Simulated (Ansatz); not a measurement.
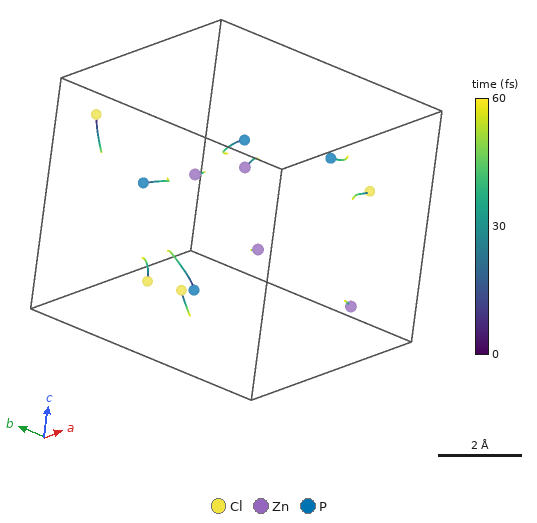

First-principles dynamics of an amorphous cell of composition ZnPCl (12 atoms in the cell), 60 fs long. Lines trace each atom's path, coloured by time; spheres stand at the starting positions. Seen from a free direction in the simulation cell.

Theory: DFT, PAW plane waves, PBE in Ansatz 0.2.0. Settings: plane-wave cutoff 420 eV; k-point mesh 2 × 2 × 3; Gaussian smearing 0.1 eV; Nosé-Hoover thermostat (NVT); set temperature 1200 K; time step 1.5 fs.

> How do the atoms move?

Root-mean-square distances from the starting positions over the second half, with the common drift of all atoms taken out: P 0.67 Å, Cl 0.58 Å, Zn 0.28 Å. The run lasts only 60 fs, too short to tell vibration from diffusion. Bond changes: one P–P bond forms at about 32 fs.

Limits of the set-up: the periodic images lie only 5.7 Å apart, so the values are limited by the cell's size.

The run took 5.5 min on 2 threads of Arm Neoverse N1, with other jobs on the host, peak memory 0.63 GiB.
